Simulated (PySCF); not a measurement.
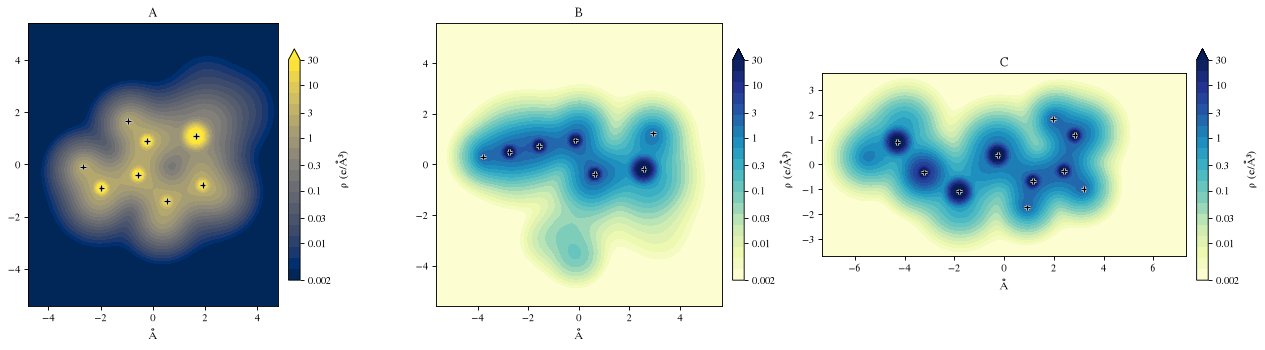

The total electron density of 3 systems, each on a plane through atoms (crosses mark nuclei in the plane).

All numbers below come from PBE0/pcSseg-1, SCF density, gas phase, non-relativistic (PySCF 2.14.0).

System 1: C4H11NSi3, the plane of atoms C2, C3 and C4. Geometry: GFN2-xTB.

```xyz
19

C     1.8915    2.7862    0.7880
C     1.8533    1.7162    0.2521
C     1.7626    0.3986   -0.3401
C     0.5590   -0.3732    0.2119
Si    0.3743   -2.1717   -0.4986
Si   -1.8475   -1.6492   -1.0005
Si   -1.1765    0.4321   -0.1860
N    -2.1090    1.0277    1.1429
H     1.9412    3.7333    1.2366
H     2.6921   -0.1419   -0.1303
H     1.6720    0.5031   -1.4258
H     0.6939   -0.4261    1.2994
H     0.7533   -3.1726    0.5098
H     1.3302   -2.3753   -1.5974
H    -2.2593   -1.7654   -2.4060
H    -2.8790   -2.4065   -0.2750
H    -1.0192    1.6283   -1.0195
H    -1.8222    1.8873    1.5843
H    -2.4206    0.3784    1.8467
```

System 2: C5H10FPSi, the plane of atoms C2, C1 and H11. Geometry: GFN2-xTB.

```xyz
18

C     2.2390   -1.1252    0.2912
C     0.9694   -0.3820    0.0378
C    -0.1670   -0.5582    0.7126
Si   -1.5182    0.5721    0.0732
F    -2.0843    1.5602    1.2385
P    -3.3609   -0.2052   -0.9452
C    -0.2808    1.5032   -1.0362
C     0.9753    0.6243   -1.0816
H     2.6005   -1.5813   -0.6300
H     3.0092   -0.4383    0.6420
H     2.0970   -1.9011    1.0390
H    -0.2476   -1.2861    1.5036
H    -3.7384   -0.9966    0.1264
H    -2.7057   -1.2546   -1.5694
H    -0.0454    2.4626   -0.5789
H    -0.6456    1.7122   -2.0389
H     1.0098    0.0728   -2.0261
H     1.8850    1.2277   -1.0343
```

System 3: C3H10OSSi2 (SMILES C/C=C\S[SiH2]O[SiH3]), the plane of atoms C2, C3 and S4. Geometry: GFN2-xTB.

```xyz
17

C    -3.3810    0.4377    0.6084
C    -2.7693    0.2024   -0.7286
C    -1.4699    0.1226   -0.9772
S    -0.2092    0.2784    0.2530
Si    1.5239    0.0833   -0.9903
O     2.8209    0.2026   -0.0533
Si    3.7148    0.4254    1.2885
H    -3.9835    1.3455    0.5908
H    -2.6076    0.5364    1.3644
H    -4.0365   -0.3915    0.8729
H    -3.4573    0.0899   -1.5569
H    -1.0955   -0.0485   -1.9741
H     1.5393   -1.2440   -1.5903
H     1.5592    1.1864   -1.9412
H     3.1290   -0.3764    2.3579
H     3.6804    1.8545    1.5866
H     5.0353   -0.0430    0.8797
```

Which map belongs to which system?

Answer. Panel A is system 2, C5H10FPSi: the plane holds C, Si and H. C–C (1.33 Å): ρ at the midpoint is about 2.3 e/Å³. Panel B is system 1, C4H11NSi3: the plane holds C, Si and H. C–C (1.20 Å): the density is about 2.7 e/Å³ at the midpoint. Panel C is system 3, C3H10OSSi2: the plane holds C, S, Si, O and H. C–C (1.33 Å): the density is about 2.3 e/Å³ at the midpoint.
